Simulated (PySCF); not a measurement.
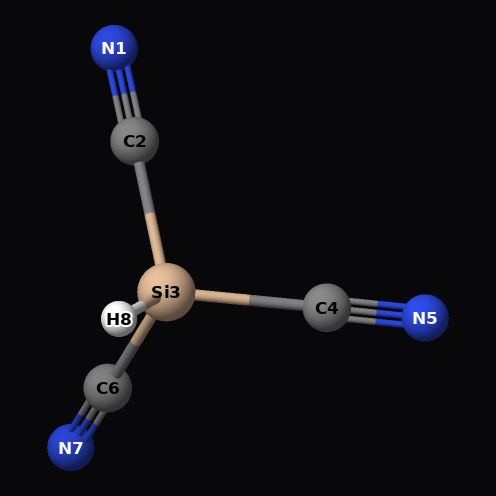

The computed structure is the end point of a GFN2-xTB optimisation. No frequency run is at hand to confirm it as a minimum. Method: delta-SCF UKS SCAN, pcX-2 on the ionised atom, pcseg-1 elsewhere, spin-free X2C (PySCF 2.14.0).

Give the core-electron binding energies (to vacuum; p and d levels without spin–orbit splitting) of N1 1s, C2 1s, Si3 1s, Si3 2p.

```
atom  level  binding energy (eV)
  N1     1s                406.5
  C2     1s                293.0
 Si3     1s               1850.4
 Si3     2p                110.6
```

The geometry is semi-empirical. Around Si such bond lengths and angles can be off by a tenth of an ångström or more and by several degrees, and values that hang on the shape move with them.
